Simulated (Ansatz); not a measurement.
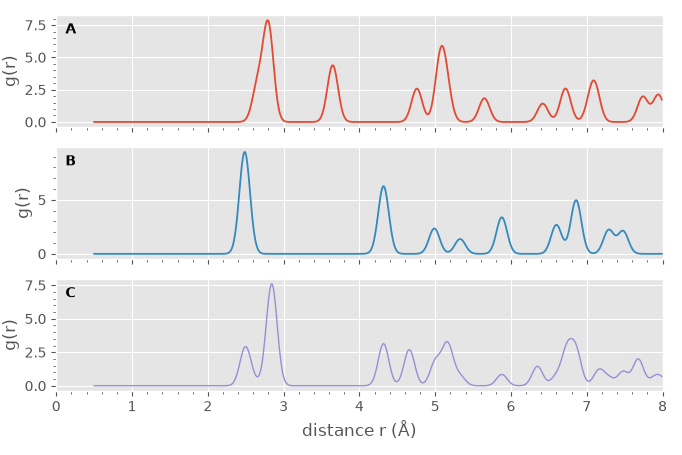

Calculated partial radial distribution functions of BeAl2, each distance broadened by a Gaussian of σ = 0.07 Å. Structure used: the input geometry of an electronic-structure calculation (not necessarily at equilibrium); the starting structure was generated, so it need not be a known form of this composition.

```cif
data_structure
_symmetry_space_group_name_H-M 'P6/mmm'
_symmetry_Int_Tables_number 191
_cell_length_a 4.3176
_cell_length_b 4.3176
_cell_length_c 5.3253
_cell_angle_alpha 90.000
_cell_angle_beta 90.000
_cell_angle_gamma 120.000
_cell_volume 85.97
loop_
_atom_site_label
_atom_site_type_symbol
_atom_site_symmetry_multiplicity
_atom_site_Wyckoff_symbol
_atom_site_fract_x
_atom_site_fract_y
_atom_site_fract_z
_atom_site_occupancy
Be1 Be 2 c 0.33333 0.66667 0.00000 1
Al1 Al 2 e 0.00000 0.00000 0.76070 1
Al2 Al 2 d 0.33333 0.66667 0.50000 1
```

Question: Which pair of elements belongs to which panel?

Answer: panel A is Be–Al (first distance 2.66 Å); panel B is Be–Be (first distance 2.49 Å); panel C is Al–Al (first distance 2.49 Å).

Question: Give the first two coordination shells of each pair (distances closer than 0.12 Å counted as one shell; neighbours averaged over all atoms of the first element).

Answer:
| pair | first shell (Å) | neighbours in it | second shell (Å) | neighbours in the second |
| --- | --- | --- | --- | --- |
| Be–Al | 2.66 | 2 Al per Be | 2.80 | 6 |
| Be–Be | 2.49 | 3 Be per Be | 4.32 | 6 |
| Al–Al | 2.49–2.55 | 2 Al per Al | 2.78–2.85 | 6.5 |
